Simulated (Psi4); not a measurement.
**CAM-B3LYP/def2-SVPD run of BHSClF (SMILES FB(S)Cl)**

What is the vertical ionisation energy of BHSClF at CAM-B3LYP/def2-SVPD? 

The calculation is run with Psi4 1.11.

2 further runs of the same task are left out: 2 set aside as unsound or not needed.

**1. The system as given**

BHSClF: 5 atoms, total charge 0, spin state singlet. As SMILES, `FB(S)Cl`. Geometry: relaxed at PBE0-D4/def2-TZVP. This is one conformer, not always the lowest.

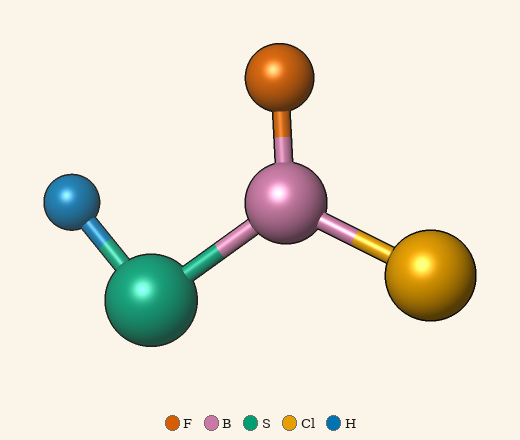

Viewed from a chosen angle; fluorine orange, boron pink, sulfur teal, chlorine amber, hydrogen blue.

**2. Energy and forces at CAM-B3LYP/def2-SVPD**

File run.py:

```python
import psi4

psi4.set_memory(1600000000)
psi4.set_num_threads(1)
psi4.core.set_output_file('output.dat', False)

molecule = psi4.geometry("""
F     -0.530000    -1.166500     0.714900
B     -0.425100    -0.151000    -0.119600
S      1.059600     0.851000    -0.211000
Cl    -1.776300     0.224400    -1.165000
H      1.721700     0.168500     0.739200
units angstrom
symmetry c1
no_reorient
no_com
""")

options = {'basis': 'def2-SVPD', 'puream': True, 'e_convergence': 1e-09, 'd_convergence': 1e-08, 'scf_type': 'pk', 'dft_radial_points': 99, 'dft_spherical_points': 590}
psi4.set_options(options)

E, wfn = psi4.gradient('cam-b3lyp', return_wfn=True)
psi4.oeprop(wfn, 'WIBERG_LOWDIN_INDICES', 'MAYER_INDICES', 'LOWDIN_CHARGES', title='CAM-B3LYP')
print('gradient / Eh bohr^-1')
print(E.np.round(6))
print(f'energy = {wfn.energy():.10f} Eh')
```

The run is started by

```console
$ python run.py
```

output.dat:

```text
[...]
  Running in c1 symmetry.
[...]
  Nuclear repulsion =  184.437112351664581
[...]
  Multiplicity = 1
[...]
  Nalpha       = 24
  Nbeta        = 24
[...]
    Number of basis functions: 105
[...]
   @RKS iter   1:  -983.38547286605842   -1.99492e-01   3.92105e-03 ADIIS/DIIS
[...]
   @RKS iter  11:  -983.45525065753748   -2.20552e-11   9.51723e-09 DIIS
[...]
    Orbital Energies [Eh]
    ---------------------
    Doubly Occupied:
       1A   -101.605957     2A    -88.955006     3A    -24.807961
       4A     -9.558239     5A     -8.047657     6A     -7.325882
       7A     -7.320376     8A     -7.318993     9A     -6.970862
      10A     -6.017080    11A     -6.013098    12A     -6.009865
      13A     -1.313604    14A     -0.944664    15A     -0.853020
      16A     -0.656081    17A     -0.580455    18A     -0.570745
      19A     -0.565972    20A     -0.481443    21A     -0.430276
      22A     -0.427656    23A     -0.406198    24A     -0.359136
[...]
  @RKS Final Energy:  -983.45525065753748
   => Energetics <=
    Nuclear Repulsion Energy =            184.4371123516645810
    One-Electron Energy =               -1724.5975768878229246
    Two-Electron Energy =                 608.9663004732875606
    DFT Exchange-Correlation Energy =     -52.2610865946667218
    Empirical Dispersion Energy =           0.0000000000000000
    VV10 Nonlocal Energy =                  0.0000000000000000
    Total Energy =                       -983.4552506575374764
[...]
 Multipole Moments:
 ------------------------------------------------------------------------------------
     Multipole            Electronic (a.u.)      Nuclear  (a.u.)        Total (a.u.)
 ------------------------------------------------------------------------------------
 L = 1.  Multiply by 2.5417464519 to convert [e a0] to [Debye]
 Dipole X            :         35.2400466          -34.8036530            0.4363937
 Dipole Y            :        -11.9612795           11.9918240            0.0305445
 Dipole Z            :         31.5850655          -31.3802251            0.2048403
 Magnitude           :                                                    0.4830445
[...]
  -Total Gradient:
     Atom            X                  Y                   Z
    ------   -----------------  -----------------  -----------------
       1        0.000088470315     0.002540185799    -0.002189469244
       2       -0.001776568581    -0.002098988555     0.000910517915
       3       -0.000033487600    -0.001482245609     0.001269884778
       4        0.003831907205    -0.000249803561     0.002251713192
       5       -0.002112778311     0.001292358188    -0.002245279015
[...]
```

On the terminal:

```text
gradient / Eh bohr^-1
[[ 8.800e-05  2.540e-03 -2.189e-03]
 [-1.777e-03 -2.099e-03  9.110e-04]
 [-3.300e-05 -1.482e-03  1.270e-03]
 [ 3.832e-03 -2.500e-04  2.252e-03]
 [-2.113e-03  1.292e-03 -2.245e-03]]
energy = -983.4552506575 Eh
```

Run time: 18 s. Hardware: 1 thread of AMD EPYC 9R45 (Zen 5), shared host; peak memory 0.75 GiB.

**3. The doublet cation at the same level**

File input.in:

```
memory 1600 mb

molecule geom {
  1 2
  F     -0.530000    -1.166500     0.714900
  B     -0.425100    -0.151000    -0.119600
  S      1.059600     0.851000    -0.211000
  Cl    -1.776300     0.224400    -1.165000
  H      1.721700     0.168500     0.739200
  symmetry c1
}

set basis def2-SVPD
set reference uks
set puream true
set e_convergence 1e-09
set d_convergence 1e-08
set scf_type pk
set dft_radial_points 99
set dft_spherical_points 590
set maxiter 200

e, wfn = gradient('cam-b3lyp', return_wfn=True)
oeprop(wfn, 'WIBERG_LOWDIN_INDICES', 'MAYER_INDICES', 'LOWDIN_CHARGES', title='CAM-B3LYP')
```

The run is started by

```console
$ psi4 -n 1 input.in input.out
```

input.out:

```text
[...]
  Running in c1 symmetry.
[...]
  Nuclear repulsion =  184.437112351664581
[...]
  Multiplicity = 2
[...]
  Nalpha       = 24
  Nbeta        = 23
[...]
    Number of basis functions: 105
[...]
   @UKS iter   1:  -982.99728660524499    1.88695e-01   3.52203e-03 ADIIS/DIIS
[...]
   @UKS iter  14:  -983.05484259229843   -8.75389e-12   9.32176e-09 DIIS
[...]
   @S^2 Observed:                7.580949114E-01
[...]
    Orbital Energies [Eh]
    ---------------------
    Alpha Occupied:
       1A   -101.830941     2A    -89.294002     3A    -25.016802
       4A     -9.780818     5A     -8.383216     6A     -7.548004
       7A     -7.545949     8A     -7.540231     9A     -7.205707
      10A     -6.357881    11A     -6.348338    12A     -6.344299
      13A     -1.519526    14A     -1.180691    15A     -1.148458
      16A     -0.866004    17A     -0.829236    18A     -0.793516
      19A     -0.779127    20A     -0.734467    21A     -0.697422
      22A     -0.681223    23A     -0.634847    24A     -0.616579
    Alpha Virtual:
      25A     -0.221354    26A     -0.196288    27A     -0.154250
[...]
  @UKS Final Energy:  -983.05484259229843
   => Energetics <=
    Nuclear Repulsion Energy =            184.4371123516645810
    One-Electron Energy =               -1712.4809772019609682
    Two-Electron Energy =                 597.0504888959626442
    DFT Exchange-Correlation Energy =     -52.0614666379647204
    Empirical Dispersion Energy =           0.0000000000000000
    VV10 Nonlocal Energy =                  0.0000000000000000
    Total Energy =                       -983.0548425922984279
[...]
 Multipole Moments:
 ------------------------------------------------------------------------------------
     Multipole            Electronic (a.u.)      Nuclear  (a.u.)        Total (a.u.)
 ------------------------------------------------------------------------------------
 L = 1.  Multiply by 2.5417464519 to convert [e a0] to [Debye]
 Dipole X            :         -1.5760745            3.3949842            1.8189097
 Dipole Y            :         -0.6849349            1.4345763            0.7496414
 Dipole Z            :         -0.2355118            0.5429553            0.3074434
 Magnitude           :                                                    1.9912097
[...]
  -Total Gradient:
     Atom            X                  Y                   Z
    ------   -----------------  -----------------  -----------------
       1       -0.012366682176    -0.017484855546     0.008765965657
       2        0.064542504918     0.040713579394    -0.001461168594
       3       -0.025083882278    -0.025681468838     0.009223186133
       4       -0.018786932025    -0.002501162913    -0.007772223548
       5       -0.008307715096     0.004955054713    -0.008758207887
[...]
```

It took 28 s on 1 thread of AMD EPYC 9R45 (Zen 5), shared host; peak memory 0.75 GiB.

**4. Summary of results**

At CAM-B3LYP/def2-SVPD:

| quantity | value |
| --- | --- |
| singlet BHSClF: total energy | -983.45525 Eh |
| singlet BHSClF: dipole moment | 1.23 D |
| singlet BHSClF: HOMO energy | -9.77 eV |
| singlet BHSClF: LUMO energy | 0.34 eV |
| singlet BHSClF: HOMO–LUMO gap | 10.11 eV |
| singlet BHSClF: largest force on an atom | 0.229 eV/Å |
| doublet cation: total energy | -983.05484 Eh |
| doublet cation: HOMO energy (highest over α and β) | -16.70 eV |
| doublet cation: LUMO energy (lowest over α and β) | -12.05 eV |
| doublet cation: ⟨S²⟩ | 0.758 |
| doublet cation: largest force on an atom | 3.925 eV/Å |
| vertical ionisation energy (to the doublet cation) | 10.896 eV |

What this shows: The vertical ionisation energy comes to 10.90 eV (1051 kJ/mol). The negative HOMO energy of the first species, 9.77 eV, lies 1.12 eV below that difference.
